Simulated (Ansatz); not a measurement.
**GeH₄+ (doublet): one geometry, many settings at distance Ge1–H3 = 1.224 Å**

What do other methods and options give for GeH₄+ (doublet) at this geometry, and how long do they take?

Program: Ansatz 0.2.0, Gaussian basis. Level of theory: the settings change from run to run. These are calculated values, not measurements.

18 further runs of the same task are left out: 14 that didn't finish, 4 set aside as unsound or not needed.

## Step 1: The geometry

The geometry derives from a PBE0/def2-TZVP stationary point (not a proven minimum). One bond is set to the value named and the two fragments are kept rigid. No spin-orbit coupling is included. The filled d shell of Ge may be among the frozen orbitals whatever the setting's name suggests; the logs give the count.

5 atoms, charge 1, spin multiplicity 2.

Atoms are counted from 1 here; the program's logs count them from 0.

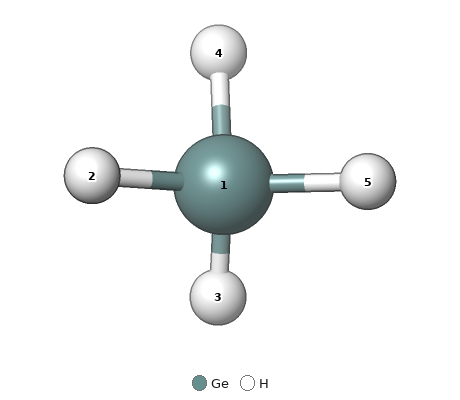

The geometry (germanium teal, hydrogen white); atoms are numbered from 1 in the order of the file.

## Step 2: HF/def2-SVP

Contents of in.yaml:

```yaml
crystal:
  periodic: [false, false, false]
  atoms:
    - {symbol: Ge, position_ang: [-0.001634, -0.002952, 0.002959]}
    - {symbol: H, position_ang: [0.559669, 1.030973, 1.035550]}
    - {symbol: H, position_ang: [-0.447230, -0.808103, 0.810022]}
    - {symbol: H, position_ang: [-0.560858, 1.027865, -1.033859]}
    - {symbol: H, position_ang: [0.566149, -1.038005, -1.024949]}
basis:
  gaussian: {orbitals: def2-SVP}
total_charge: 1
magnetization: {spin_polarized: true, initial_magnetization: 1}
hamiltonian: {xc: hf}
output: {forces: true, orbitals: {seedname: orbitals}}
```

On the command line:

```bash
ansatz run in.yaml --threads 1 --pin off --events-out ev --progress --plain --max-ram 2393MiB
```

Standard output:

```text
Functional definition: HF
  name "HF"
  cite "Fock, Z. Phys. 61, 126 (1930) doi:10.1007/BF01340294"
  parent pbe
  exchange = exact_x
  correlation = 0
522 factors; integrals over basis functions are off by at most 1.3e-3 eV
mean field evaluation 1: about -56515.9165 eV, gradient 7.1e0 eV
mean field evaluation 2: about -56515.9172 eV, gradient 7.1e0 eV
mean field evaluation 4: about -56516.4913 eV, gradient 1.4e0 eV
mean field evaluation 8: about -56516.5363 eV, gradient 1.3e-1 eV
mean field evaluation 16: about -56516.2677 eV, gradient 1.5e0 eV
mean field evaluation 32: about -56515.9164 eV, gradient 7.1e0 eV
mean field -56516.53812184 eV, -2076.9444676921 hartree, gradient 1.3e-5 eV, S^2 0.795351; 0 other end points of the search recorded, 0 dependent functions left out
the calculation of the forces begins
reference -56516.53812184 eV, -2076.9444676921 hartree; 18, 17 occupied and 34, 35 virtual orbitals, 522 factors
Total energy: -56516.53812184 eV, -2076.9444676921 hartree
Atom 0 at    -0.001634    -0.002952     0.002959 Å, force     4.153108     6.247788    -6.260438 eV/Å
Atom 1 at     0.559669     1.030973     1.035550 Å, force     0.145904     0.492264    -0.351463 eV/Å
Atom 2 at    -0.447230    -0.808103     0.810022 Å, force    -4.449529    -7.512542     7.529464 eV/Å
Atom 3 at    -0.560858     1.027865    -1.033859 Å, force     0.004167     0.422591    -0.424317 eV/Å
Atom 4 at     0.566149    -1.038005    -1.024949 Å, force     0.146350     0.349898    -0.493246 eV/Å
Dipole moment:    -0.002967     0.101525    -0.101953 e Å
```

It took 0.66 s on 1 thread of Arm Neoverse V2, shared host.

From the report: ⟨S²⟩ of the determinant 0.795 (pure doublet: 0.75).

## Step 3: MRCISD+Q(relaxed)(5,4)/6-31G

Edit in.yaml of step 2 so:

```diff
@@ -9,6 +9,6 @@
 basis:
-  gaussian: {orbitals: def2-SVP}
+  gaussian: {orbitals: 6-31G}
 total_charge: 1
-magnetization: {spin_polarized: true, initial_magnetization: 1}
-hamiltonian: {xc: hf}
-output: {forces: true, orbitals: {seedname: orbitals}}
+magnetization: {spin_polarized: false, initial_magnetization: 1}
+correlation: {method: fic_mrcisd_q_relaxed, electrons: valence, active_space: {window: {electrons: 5, orbitals: 4}}}
+scf: {lower_state_search: full}
```

The command is unchanged.

Standard output (excerpt; [...] marks lines left out):

```text
Functional definition: HF
  name "HF"
  cite "Fock, Z. Phys. 61, 126 (1930) doi:10.1007/BF01340294"
  parent pbe
[...]
378 factors; integrals over basis functions are off by at most 7.2e-4 eV
[...]
mean field -56513.74013957 eV, -2076.8416437404 hartree, gradient 9.8e-6 eV, S^2 0.750000; 5 other end points of the search recorded, 0 dependent functions left out
reference -56513.74013957 eV, -2076.8416437404 hartree; 18, 17 occupied and 19, 20 virtual orbitals, 378 factors
state -56514.28180695 eV, -2076.8615496495 hartree
contracted CI cycle   1: correlation 0.00000000 eV, 0.0000000000 hartree, residual 3.47e1 eV
contracted CI cycle   2: correlation -5.32652747 eV, -0.1957462740 hartree, residual 4.42e0 eV
contracted CI cycle   3: correlation -5.53415658 eV, -0.2033765031 hartree, residual 1.26e0 eV
contracted CI cycle   4: correlation -5.55184480 eV, -0.2040265334 hartree, residual 3.88e-1 eV
contracted CI cycle   5: correlation -5.55356236 eV, -0.2040896523 hartree, residual 1.23e-1 eV
contracted CI cycle   6: correlation -5.55377475 eV, -0.2040974576 hartree, residual 4.62e-2 eV
contracted CI cycle   7: correlation -5.55380788 eV, -0.2040986750 hartree, residual 1.84e-2 eV
contracted CI cycle   8: correlation -5.55381300 eV, -0.2040988631 hartree, residual 7.16e-3 eV
contracted CI cycle   9: correlation -5.55381391 eV, -0.2040988967 hartree, residual 3.35e-3 eV
contracted CI cycle  10: correlation -5.55381405 eV, -0.2040989018 hartree, residual 1.08e-3 eV
state -56514.28180695 eV, -2076.8615496495 hartree; corrected -56520.15478929 eV, -2077.0773777696 hartree
Total energy: -56520.15478929 eV, -2077.0773777696 hartree
```

Wall time 1.9 s (1 thread of Arm Neoverse V2, shared host).

From the report: 24 determinants; active occupations 2.00, 1.97, 1.00, 0.03.

## Step 4: BCCD on ROHF/6-31G

Edit in.yaml of step 3 so:

```diff
@@ -12,3 +12,3 @@
 magnetization: {spin_polarized: false, initial_magnetization: 1}
-correlation: {method: fic_mrcisd_q_relaxed, electrons: valence, active_space: {window: {electrons: 5, orbitals: 4}}}
-scf: {lower_state_search: full}
+correlation: {method: bccd, electrons: all}
+scf: {lower_state_search: light}
```

Launched as before.

Standard output (excerpt; [...] marks lines left out):

```text
Functional definition: HF
  name "HF"
  cite "Fock, Z. Phys. 61, 126 (1930) doi:10.1007/BF01340294"
  parent pbe
[...]
378 factors; integrals over basis functions are off by at most 7.2e-4 eV
[...]
mean field -56513.74013957 eV, -2076.8416437404 hartree, gradient 9.8e-6 eV, S^2 0.750000; 4 other end points of the search recorded, 0 dependent functions left out
determinant -56513.74013957 eV, -2076.8416437404 hartree, with singles and doubles -56521.33853125 eV, -2077.1208794840 hartree
determinant -56511.53412496 eV, -2076.7605741985 hartree, with singles and doubles -56519.39722981 eV, -2077.0495379722 hartree
determinant -56510.75647370 eV, -2076.7319960418 hartree, with singles and doubles -56518.63169004 eV, -2077.0214049046 hartree
reference -56513.74013957 eV, -2076.8416437404 hartree; 18, 17 occupied and 19, 20 virtual orbitals, 378 factors
second order -7.41207549 eV of doubles, -0.08569686 eV of singles
cycle   1  -7.59036840 eV  change    8.0e-3 eV  update   5.0e-3
[...]
cycle   9  -7.58360254 eV  change    4.6e-6 eV  update   9.5e-6
Total energy: -56521.32374211 eV, -2077.1203359935 hartree
```

Wall time 3.3 s (1 thread of Arm Neoverse V2, shared host).

From the report: correlation -7.5836 eV; largest double amplitude 0.08.

## Step 5: NEVPT4(SD)(3,8)/6-31G

Edit in.yaml of step 4 so:

```diff
@@ -12,3 +12,2 @@
 magnetization: {spin_polarized: false, initial_magnetization: 1}
-correlation: {method: bccd, electrons: all}
-scf: {lower_state_search: light}
+correlation: {method: fic_nevpt4_sd, electrons: outside_noble_gas, active_space: {window: {electrons: 3, orbitals: 8}, states: [{multiplicity: 2, weights: [1, 1]}, {multiplicity: 4, weights: [1]}], root: 0}}
```

Launched as before.

Standard output (excerpt; [...] marks lines left out):

```text
Functional definition: HF
  name "HF"
  cite "Fock, Z. Phys. 61, 126 (1930) doi:10.1007/BF01340294"
  parent pbe
[...]
664 factors; integrals over basis functions are off by at most 2.7e-7 eV
[...]
mean field -56513.74058308 eV, -2076.8416600388 hartree, gradient 1.0e-6 eV, S^2 0.750000; 2 other end points of the search recorded, 0 dependent functions left out
reference -56513.74058308 eV, -2076.8416600388 hartree; 18, 17 occupied and 19, 20 virtual orbitals, 664 factors
state -56514.49217233 eV, -2076.8692804346 hartree
state -56512.78526464 eV, -2076.8065527337 hartree
state -56514.49217233 eV, -2076.8692804346 hartree; corrected -56516.07489402 eV, -2076.9274443839 hartree
state -56512.78526464 eV, -2076.8065527337 hartree; corrected -56514.23063155 eV, -2076.8596689880 hartree
state -56508.04696033 eV, -2076.6324232622 hartree
state -56508.04696033 eV, -2076.6324232622 hartree; corrected -56509.50925029 eV, -2076.6861614272 hartree
Total energy: -56516.07489402 eV, -2076.9274443839 hartree
```

Wall time 4.2 s (1 thread of Arm Neoverse V2, shared host).

From the report: 110 determinants; active occupations (of the averaged states) 1.31, 1.30, 0.37, 0.02, 0.00, 0.00, 0.00, 0.00.

## Step 6: CCSDT on UHF/STO-3G

Contents of in.yaml:

```yaml
crystal:
  periodic: [false, false, false]
  atoms:
    - {symbol: Ge, position_ang: [-0.001634, -0.002952, 0.002959]}
    - {symbol: H, position_ang: [0.559669, 1.030973, 1.035550]}
    - {symbol: H, position_ang: [-0.447230, -0.808103, 0.810022]}
    - {symbol: H, position_ang: [-0.560858, 1.027865, -1.033859]}
    - {symbol: H, position_ang: [0.566149, -1.038005, -1.024949]}
basis:
  gaussian: {orbitals: STO-3G}
total_charge: 1
magnetization: {spin_polarized: true, initial_magnetization: 1}
correlation: {method: ccsdt, electrons: all}
accuracy: high
```

The command is unchanged.

Standard output (excerpt; [...] marks lines left out):

```text
Functional definition: HF
  name "HF"
  cite "Fock, Z. Phys. 61, 126 (1930) doi:10.1007/BF01340294"
  parent pbe
[...]
287 factors; integrals over basis functions are off by at most 1.2e-8 eV
[...]
mean field -55883.47003042 eV, -2053.6796444414 hartree, gradient 2.9e-8 eV, S^2 0.778409; 4 other end points of the search recorded, 0 dependent functions left out
determinant -55883.47003042 eV, -2053.6796444414 hartree, with singles and doubles -55885.46069131 eV, -2053.7527998797 hartree
determinant -55881.19746963 eV, -2053.5961293728 hartree, with singles and doubles -55883.09127224 eV, -2053.6657253351 hartree
determinant -55880.44234282 eV, -2053.5683789745 hartree, with singles and doubles -55882.54971699 eV, -2053.6458235466 hartree
reference -55883.47003042 eV, -2053.6796444414 hartree; 18, 17 occupied and 4, 5 virtual orbitals, 287 factors
second order -1.27027683 eV of doubles, -0.00000000 eV of singles
cycle   1  -1.65685238 eV  change   -3.9e-1 eV  update   6.8e-2
[...]
cycle  29  -2.04733290 eV  change  -9.7e-10 eV  update   1.1e-9
Total energy: -55885.51736332 eV, -2053.7548825377 hartree
```

Run time: 8.5 s. Hardware: 1 thread of Arm Neoverse V2, shared host.

From the report: ⟨S²⟩ of the determinant 0.778 (pure doublet: 0.75); correlation -2.0473 eV; T1 0.013; largest double amplitude 0.09.

## Step 7: HF/def2-mTZVP

Edit in.yaml of step 6 so:

```diff
@@ -9,6 +9,6 @@
 basis:
-  gaussian: {orbitals: STO-3G}
+  gaussian: {orbitals: def2-mTZVP}
 total_charge: 1
-magnetization: {spin_polarized: true, initial_magnetization: 1}
-correlation: {method: ccsdt, electrons: all}
-accuracy: high
+magnetization: {spin_polarized: false, initial_magnetization: 1}
+hamiltonian: {xc: hf, pseudopotentials: {relativity: none}}
+output: {orbitals: {seedname: orbitals}}
```

The command is unchanged.

Standard output:

```text
Functional definition: HF
  name "HF"
  cite "Fock, Z. Phys. 61, 126 (1930) doi:10.1007/BF01340294"
  parent pbe
  exchange = exact_x
  correlation = 0
486 factors; integrals over basis functions are off by at most 8.1e-4 eV
mean field evaluation 1: about -56522.7478 eV, gradient 9.0e0 eV
mean field evaluation 2: about -56522.7479 eV, gradient 9.0e0 eV
mean field evaluation 4: about -56523.1743 eV, gradient 1.7e0 eV
mean field evaluation 8: about -56523.1843 eV, gradient 2.3e-2 eV
mean field evaluation 16: about -56522.9876 eV, gradient 3.0e0 eV
mean field evaluation 32: about -56521.7359 eV, gradient 9.6e0 eV
mean field evaluation 64: about -56521.1123 eV, gradient 6.3e0 eV
mean field -56523.18429467 eV, -2077.1887100388 hartree, gradient 1.6e-5 eV, S^2 0.750000; 0 other end points of the search recorded, 0 dependent functions left out
reference -56523.18429467 eV, -2077.1887100388 hartree; 18, 17 occupied and 30, 31 virtual orbitals, 486 factors
Total energy: -56523.18429467 eV, -2077.1887100388 hartree
```

Run time: 0.54 s. Hardware: 1 thread of Arm Neoverse V2, shared host.

## Step 8: NEVPT4(SD)(9,7)/STO-3G

Edit in.yaml of step 7 so:

```diff
@@ -9,6 +9,5 @@
 basis:
-  gaussian: {orbitals: def2-mTZVP}
+  gaussian: {orbitals: STO-3G, point_charges: [{charge: -0.50, position_ang: [3.782, -0.080, 0.409]}]}
 total_charge: 1
 magnetization: {spin_polarized: false, initial_magnetization: 1}
-hamiltonian: {xc: hf, pseudopotentials: {relativity: none}}
-output: {orbitals: {seedname: orbitals}}
+correlation: {method: fic_nevpt4_sd, electrons: all, active_space: {window: {electrons: 9, orbitals: 7}, states: [{multiplicity: 2, weights: [1, 0.5]}], root: 1}}
```

Same command.

Standard output (excerpt; [...] marks lines left out):

```text
Functional definition: HF
  name "HF"
  cite "Fock, Z. Phys. 61, 126 (1930) doi:10.1007/BF01340294"
  parent pbe
[...]
280 factors; integrals over basis functions are off by at most 3.3e-8 eV
[...]
mean field -55885.25765929 eV, -2053.7453385907 hartree, gradient 2.4e-6 eV, S^2 0.750000; 0 other end points of the search recorded, 0 dependent functions left out
reference -55885.25765929 eV, -2053.7453385907 hartree; 18, 17 occupied and 4, 5 virtual orbitals, 280 factors
state -55886.34744836 eV, -2053.7853876002 hartree
state -55884.09733340 eV, -2053.7026974006 hartree
state -55886.34744836 eV, -2053.7853876002 hartree; corrected -55887.39153391 eV, -2053.8237570367 hartree
state -55884.09733340 eV, -2053.7026974006 hartree; corrected -55885.01850053 eV, -2053.7365496686 hartree
state -55886.33746434 eV, -2053.7850206944 hartree
state -55883.91085175 eV, -2053.6958443267 hartree
state -55886.33746434 eV, -2053.7850206944 hartree; corrected -55887.36915028 eV, -2053.8229344533 hartree
state -55883.91085175 eV, -2053.6958443267 hartree; corrected -55884.99446130 eV, -2053.7356662429 hartree
state -55886.34744836 eV, -2053.7853876002 hartree; corrected -55887.39153391 eV, -2053.8237570367 hartree
state -55884.09733340 eV, -2053.7026974006 hartree; corrected -55885.01850053 eV, -2053.7365496686 hartree
[...]
Total energy: -55885.01850053 eV, -2053.7365496686 hartree
```

It took 6.5 s on 1 thread of Arm Neoverse V2, shared host.

From the report: 735 determinants; active occupations (of the averaged states) 2.00, 2.00, 1.99, 1.63, 1.31, 0.05, 0.02.

## Step 9: BCCD on ROHF/6-31G

Contents of in.yaml:

```yaml
crystal:
  periodic: [false, false, false]
  atoms:
    - {symbol: Ge, position_ang: [-0.001634, -0.002952, 0.002959]}
    - {symbol: H, position_ang: [0.559669, 1.030973, 1.035550]}
    - {symbol: H, position_ang: [-0.447230, -0.808103, 0.810022]}
    - {symbol: H, position_ang: [-0.560858, 1.027865, -1.033859]}
    - {symbol: H, position_ang: [0.566149, -1.038005, -1.024949]}
basis:
  gaussian: {orbitals: 6-31G}
total_charge: 1
magnetization: {spin_polarized: false, initial_magnetization: 1}
correlation: {method: bccd, electrons: valence, diis_vectors: 12}
accuracy: high
```

The command is unchanged.

Standard output (excerpt; [...] marks lines left out):

```text
Functional definition: HF
  name "HF"
  cite "Fock, Z. Phys. 61, 126 (1930) doi:10.1007/BF01340294"
  parent pbe
[...]
677 factors; integrals over basis functions are off by at most 3.5e-9 eV
[...]
mean field -56513.74058311 eV, -2076.8416600399 hartree, gradient 3.0e-8 eV, S^2 0.750000; 4 other end points of the search recorded, 0 dependent functions left out
[...]
determinant -56513.74058311 eV, -2076.8416600399 hartree, with singles and doubles -56520.15147974 eV, -2077.0772561459 hartree
determinant -56511.53454874 eV, -2076.7605897723 hartree, with singles and doubles -56518.20627499 eV, -2077.0057711899 hartree
determinant -56510.75689647 eV, -2076.7320115784 hartree, with singles and doubles -56517.44199277 eV, -2076.9776843363 hartree
9 core orbitals not correlated: weight in the atoms' cores, before any rotation towards them, 1.000 or more for the frozen orbitals, at most 0.000 for the correlated occupied ones
reference -56513.74058311 eV, -2076.8416600399 hartree; 9, 8 occupied and 19, 20 virtual orbitals, 677 factors
second order -6.00410592 eV of doubles, -0.08565139 eV of singles
cycle   1  -6.40683080 eV  change    4.1e-3 eV  update   4.3e-3
[...]
cycle  20  -6.40164986 eV  change   2.4e-10 eV  update   1.1e-9
Total energy: -56520.14223297 eV, -2077.0769163331 hartree
```

Run time: 2.3 s. Hardware: 1 thread of Arm Neoverse V2, shared host.

From the report: correlation -6.4016 eV; largest double amplitude 0.08.

## Step 10: CASSCF(5,6)/6-31G

Edit in.yaml of step 9 so:

```diff
@@ -12,3 +12,3 @@
 magnetization: {spin_polarized: false, initial_magnetization: 1}
-correlation: {method: bccd, electrons: valence, diis_vectors: 12}
+correlation: {active_space: {window: {electrons: 5, orbitals: 6}}}
 accuracy: high
```

Same command.

Standard output:

```text
Functional definition: HF
  name "HF"
  cite "Fock, Z. Phys. 61, 126 (1930) doi:10.1007/BF01340294"
  parent pbe
  exchange = exact_x
  correlation = 0
677 factors; integrals over basis functions are off by at most 3.5e-9 eV
mean field evaluation 1: about -56513.3966 eV, gradient 7.8e0 eV
mean field evaluation 2: about -56513.4443 eV, gradient 7.9e0 eV
mean field evaluation 4: about -56513.7386 eV, gradient 5.4e-1 eV
mean field evaluation 8: about -56513.7406 eV, gradient 8.3e-3 eV
mean field evaluation 16: about -56512.7358 eV, gradient 7.0e0 eV
mean field -56513.74058311 eV, -2076.8416600399 hartree, gradient 3.0e-8 eV, S^2 0.750000; 2 other end points of the search recorded, 0 dependent functions left out
reference -56513.74058311 eV, -2076.8416600399 hartree; 18, 17 occupied and 19, 20 virtual orbitals, 677 factors
state -56515.21237004 eV, -2076.8957472123 hartree
Total energy: -56515.21237004 eV, -2076.8957472123 hartree
```

Run time: 1.1 s. Hardware: 1 thread of Arm Neoverse V2, shared host.

From the report: 300 determinants; active occupations 1.97, 1.94, 1.01, 0.04, 0.02, 0.02.

## Step 11: All runs side by side

Where basis and cores are those of an earlier FCI/6-31G run (-56516.2204 eV), and the state is the same kind, the miss against it is given.

```csv
level,correlated,functions,energy (eV),from FCI (meV),time
HF/def2-SVP,,52,-56516.5381,,0.66 s
"MRCISD+Q(relaxed)(5,4)/6-31G",valence,37,-56520.1548,,1.9 s
BCCD on ROHF/6-31G,all,37,-56521.3237,,3.3 s
"NEVPT4(SD)(3,8)/6-31G (lowest root of an average)",outside noble gas,37,-56516.0749,,4.2 s
CCSDT on UHF/STO-3G,all,22,-55885.5174,,8.5 s
HF/def2-mTZVP,,48,-56523.1843,,0.54 s
"NEVPT4(SD)(9,7)/STO-3G (excited root 1 of an average, beside a point charge)",all,22,-55885.0185,,6.5 s
BCCD on ROHF/6-31G,valence,37,-56520.1422,,2.3 s
"CASSCF(5,6)/6-31G",,37,-56515.2124,1008.0,1.1 s
```

## Step 12: Results

```
quantity                       value
    runs                           9
quickest       HF/def2-mTZVP, 0.54 s
 slowest  CCSDT on UHF/STO-3G, 8.5 s
```

Total energies in different bases, with other cores or another treatment of relativity can't be set against each other. CCSDT on UHF/STO-3G took 16 times as long as HF/def2-mTZVP; the jobs differ in more than the method. Hartree-Fock, CASSCF and CASCI lack dynamic correlation by design.
